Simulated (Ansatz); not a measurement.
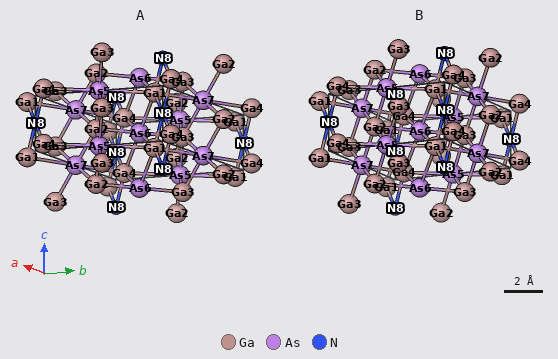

Two geometries of a crystal of Ga4As3N (a generated structure, set up in Cmmm) (coarse preliminary run), drawn at one scale. One is the start of a relaxation, the other its converged end. Style: ball-and-stick. Shown: the cell of the calculation, from a free direction.

All numbers below come from Ansatz 0.2.0, DFT PBE, scalar-relativistic, plane waves, PAW. (plane-wave cutoff 420 eV; k-point mesh 4 × 4 × 6; occupations gaussian; smearing width 0.1 eV; no spin polarisation; cell and atoms relaxed; force threshold 0.04 eV/Å; at most 70 steps)

**Which of the two is the end point?**

Structure B is the relaxed one. Over 8 accepted moves (9 points after the start) the energy falls by 0.272 eV per cell of the calculation. Largest force component: 0.36 eV/Å at the start, 0.0084 eV/Å at the end. The pressure goes from 1.02 to −0.01 GPa. The SCF was repeated once at an unchanged geometry on a basis and grid sized afresh for the cell, which shifted the energy by 1.2 meV per cell of the calculation at most. The largest moves relative to the cell, 0.41 Å, are those of Ga2 and Ga3. Ga3 goes along [−1 1 0]. As and N stay in place. Cell: a = b 7.129 → 6.658 Å (−6.6 %), c 3.111 → 3.205 Å (+3.0 %), γ 112.7° → 102.4°. Volume −4.9 %. Some distances before and after: Ga1–As5 3.026 → 2.662 Å, Ga1–As6 3.000 → 3.122 Å, Ga1–N8 2.083 → 2.190 Å, Ga2–As6 2.468 → 2.566 Å. Among the angles between lasting bonds that change: As5–Ga2–As7 157.5° → 178.8°, As5–Ga2–As6 101.2° → 90.6°, As5–Ga2–As7 100.8° → 104.9°. The space group stays Cmmm (No. 65).
